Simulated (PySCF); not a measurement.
**C5H9NOSi: density, localisation and related maps**

```yaml
atoms:
  - { symbol: C, position_ang: [-2.5370, 1.9951, -0.1929] }
  - { symbol: C, position_ang: [-1.9064, 1.0044, 0.0387] }
  - { symbol: C, position_ang: [-1.1044, -0.1864, 0.2664] }
  - { symbol: C, position_ang: [-1.6533, -1.3716, -0.5336] }
  - { symbol: N, position_ang: [0.2852, 0.0780, -0.0815] }
  - { symbol: C, position_ang: [1.3115, -0.1090, 0.7765] }
  - { symbol: O, position_ang: [1.1402, -0.5183, 1.9127] }
  - { symbol: Si, position_ang: [3.0816, 0.2556, 0.1312] }
  - { symbol: H, position_ang: [-3.1081, 2.8577, -0.3680] }
  - { symbol: H, position_ang: [-1.0998, -0.4262, 1.3376] }
  - { symbol: H, position_ang: [-1.6547, -1.1420, -1.5976] }
  - { symbol: H, position_ang: [-2.6725, -1.5877, -0.2238] }
  - { symbol: H, position_ang: [-1.0364, -2.2503, -0.3597] }
  - { symbol: H, position_ang: [0.4681, 0.4181, -1.0123] }
  - { symbol: H, position_ang: [2.9610, 1.1071, -1.0587] }
  - { symbol: H, position_ang: [3.8316, 0.9109, 1.1938] }
  - { symbol: H, position_ang: [3.6865, -1.0234, -0.2386] }
```

Geometry: GFN2-xTB.

Theory: B3LYP/def2-SVPD, SCF density, gas phase in PySCF.

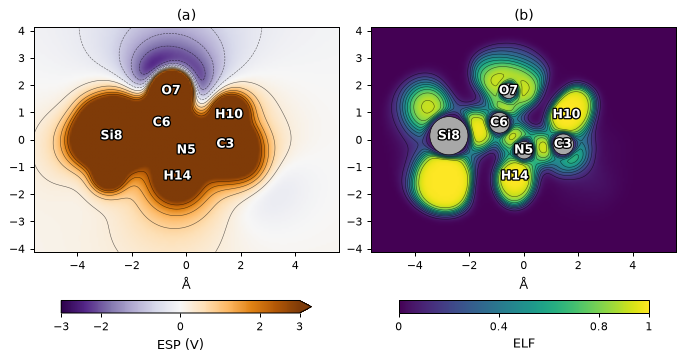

Figure 1. (a) molecular electrostatic potential; (b) electron localisation function on the plane of atoms N5, C6 and O7. Grey discs cover the atomic cores in the ELF map.

What do the fields say about this system?

The plane passes through C, N, O, Si and H nuclei. C–O (1.22 Å): the ELF peaks at about 0.85 between the atoms: a multiple bond. C–N (1.35 Å): the ELF peaks at about 0.90 between the atoms (localised, covalent bonding). C–Si (1.92 Å): the ELF peaks at about 1 between the atoms, as expected for localised, covalent bonding. N–H (1.01 Å): the ELF climbs to about 1 towards the hydrogen, as it does in any bond to H (an ordinary covalent bond to hydrogen). C–N (1.46 Å): the ELF peaks at about 0.95 between the atoms, as expected for a covalent bond. The ELF also peaks beside O7, away from the bonds: lone-pair regions. Outside the dense part of the molecule the potential is most negative (−2.4 V) near O7.

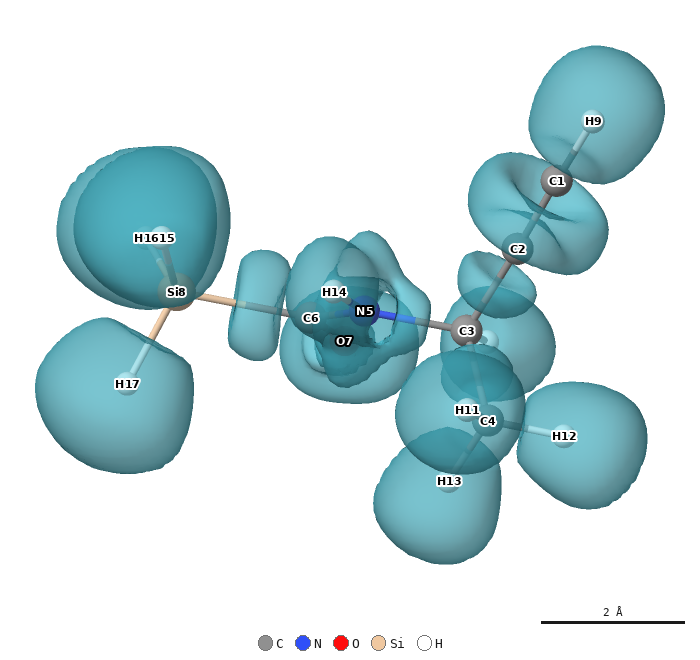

Figure 2. Isosurface of the ELF at 0.75 (cyan), seen at a tilt. Core shells and regions of very low density are left out.

Identify the bonds, lone pairs and shells in this picture.

The ELF exceeds this value in three regions between bonded C–C atoms (shared pairs), one region between bonded C–Si atoms (shared pairs), eight regions around hydrogen nuclei, one region on O in which the atom's valence shell and bonds are merged and one joined region spread over several atoms (H, N), in which their bonds and any lone pairs are merged. Along the contacts the grid gives the following. C–C (1.20 Å): the ELF peaks at about 0.85 between the atoms (a short, multiple covalent bond).

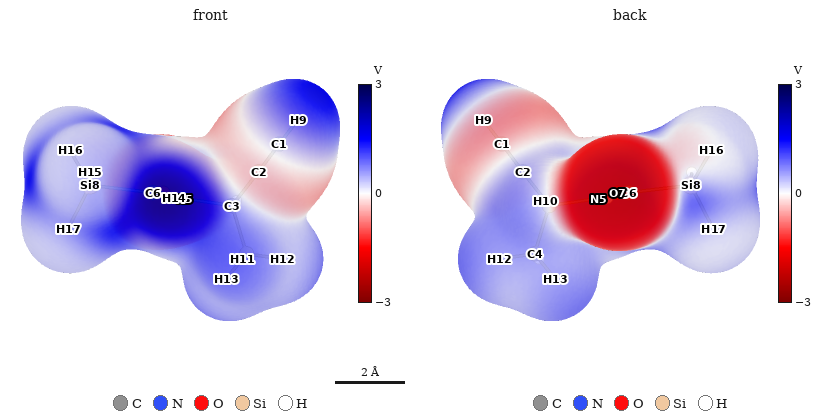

Figure 3. The molecular electrostatic potential painted on the density surface at 0.002 e/bohr³, seen from the front and from behind; red is negative and blue positive.

Describe the electrostatic potential map.

The most negative region (about −1.9 V, or −44 kcal/mol for a unit charge) lies over O7, the most positive (about +2.2 V, or +51 kcal/mol for a unit charge) over H14. O7 is the likeliest acceptor of a hydrogen bond.
